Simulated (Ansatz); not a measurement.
# SiHF3 (SMILES F[SiH](F)F): r2SCAN/def2-SVPD

What is the energy change on altering one bond length of SiHF3 at r2SCAN/def2-SVPD? 

Program for the calculation: Ansatz 0.2.0.

55 further runs of the same task are left out: 55 set aside as unsound or not needed.

## Step 1: The molecule

SiHF3 has 5 atoms, charge 0, and is taken as a singlet. As SMILES, `F[SiH](F)F`. The coordinates come from a PBE0-D4/def2-TZVP relaxation.

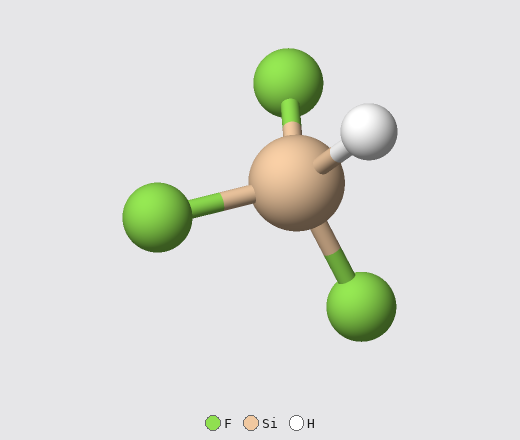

Viewed from a chosen angle; fluorine green, silicon light orange, hydrogen white.

## Step 2: A single-point energy at r2SCAN/def2-SVPD

Input file input.yaml:

```yaml
crystal:
  periodic: [false, false, false]
  atoms:
    - {symbol: F, position_ang: [-0.447100, -0.082200, 1.491300]}
    - {symbol: Si, position_ang: [0.040700, 0.001700, -0.001800]}
    - {symbol: F, position_ang: [-0.597100, 1.281400, -0.657200]}
    - {symbol: F, position_ang: [-0.495900, -1.263300, -0.767200]}
    - {symbol: H, position_ang: [1.499400, 0.062400, -0.065100]}
basis:
  gaussian:
    orbitals: def2-SVPD
hamiltonian:
  xc: {name: r2SCAN}
output: {orbitals: {seedname: orbitals}}
accuracy: high
```

On the command line:

```
$ ansatz run input.yaml --threads 1 --pin off --max-ram 3480MiB --events-out events.jsonl --progress --plain --runs-dir runs
```

Output:

```text
Warning: RAYON_NUM_THREADS=1 ignored (pool sized by the plan → 1); use --threads N
Functional definition: r2SCAN
  name "r2SCAN"
  parameter k0 = 0.174
  parameter k1 = 0.065
  parameter a1 = 4.9479
  exchange = r2scan_x(k0 = k0, k1 = k1, a1 = a1)
  correlation = r2scan_c
1966 factors; integrals over basis functions are off by at most 3.3e-9 eV
mean field evaluation 1: about -16033.0990 eV, gradient 5.2e1 eV
mean field evaluation 2: about -16025.1345 eV, gradient 9.0e1 eV
mean field evaluation 4: about -16037.0385 eV, gradient 4.4e-1 eV
mean field evaluation 8: about -16037.0431 eV, gradient 9.4e-3 eV
mean field evaluation 16: about -16037.0431 eV, gradient 1.3e-6 eV
mean field -16037.04305384 eV, -589.3504619305 hartree, gradient 1.4e-8 eV, S^2 0.000000; 0 other end points of the search recorded, 0 dependent functions left out
reference -16037.04305481 eV, -589.3504619660 hartree; 21, 21 occupied and 80, 80 virtual orbitals, 1966 factors
Total energy: -16037.04305481 eV, -589.3504619660 hartree
```

It took 11 s on 1 thread of Arm Neoverse V2, shared host; peak memory 0.29 GiB.

## Step 3: The distorted shape

Input file job.yaml:

```yaml
crystal:
  periodic: [false, false, false]
  atoms:
    - {symbol: F, position_ang: [0.196830, 1.435823, 2.409794]}
    - {symbol: Si, position_ang: [0.684630, 1.519723, 0.916694]}
    - {symbol: F, position_ang: [0.046830, 2.799423, 0.261294]}
    - {symbol: F, position_ang: [-0.495900, -1.263300, -0.767200]}
    - {symbol: H, position_ang: [2.143330, 1.580423, 0.853394]}
basis:
  gaussian:
    orbitals: def2-SVPD
hamiltonian:
  xc: r2scan
output: {orbitals: {seedname: orbitals}}
accuracy: high
```

On the command line:

```
$ ansatz run job.yaml --threads 1 --pin off --max-ram 3480MiB --events-out events.jsonl --progress --plain --runs-dir runs
```

Output (excerpt; [...] marks lines left out):

```text
Warning: RAYON_NUM_THREADS=1 ignored (pool sized by the plan → 1); use --threads N
[... 7 set-up lines as earlier in the session ...]
1937 factors; integrals over basis functions are off by at most 4.0e-9 eV
mean field evaluation 1: about -16021.1569 eV, gradient 6.7e1 eV
mean field evaluation 2: about -15673.7690 eV, gradient 1.8e2 eV
mean field evaluation 4: about -16025.0033 eV, gradient 4.4e1 eV
mean field evaluation 8: about -16029.5578 eV, gradient 2.1e1 eV
mean field evaluation 16: about -16030.7668 eV, gradient 2.4e-2 eV
mean field -16030.76669364 eV, -589.1198099474 hartree, gradient 1.6e-8 eV, S^2 0.000000; 0 other end points of the search recorded, 0 dependent functions left out
reference -16030.76669468 eV, -589.1198099855 hartree; 21, 21 occupied and 80, 80 virtual orbitals, 1937 factors
Total energy: -16030.76669468 eV, -589.1198099855 hartree
```

It took 14 s on 1 thread of Arm Neoverse V2, shared host; peak memory 0.28 GiB.

## Step 4: Outcome

At r2SCAN/def2-SVPD:

| quantity | value |
| --- | --- |
| first shape: total energy | -589.35046 Eh |
| first shape: HOMO energy | -10.09 eV |
| first shape: LUMO energy | 0.56 eV |
| first shape: HOMO–LUMO gap | 10.65 eV |
| distorted shape: total energy | -589.11981 Eh |
| distorted shape: HOMO energy | -6.81 eV |
| distorted shape: LUMO energy | -6.30 eV |
| distorted shape: HOMO–LUMO gap | 0.51 eV |
| energy change with the Si2–F4 bond stretched from 1.573 to 3.460 Å | 6.276 eV |

**Reading.** One bond (distorted shape) is far stretched, which a spin-restricted single reference describes badly; a broken-symmetry solution may lie lower. With the Si2–F4 bond stretched from 1.573 to 3.460 Å the energy rises by 6.28 eV (145 kcal/mol). The first shape isn't relaxed at this level, so the change isn't measured from a minimum. A restricted reference can't describe the breaking bond well at this length.
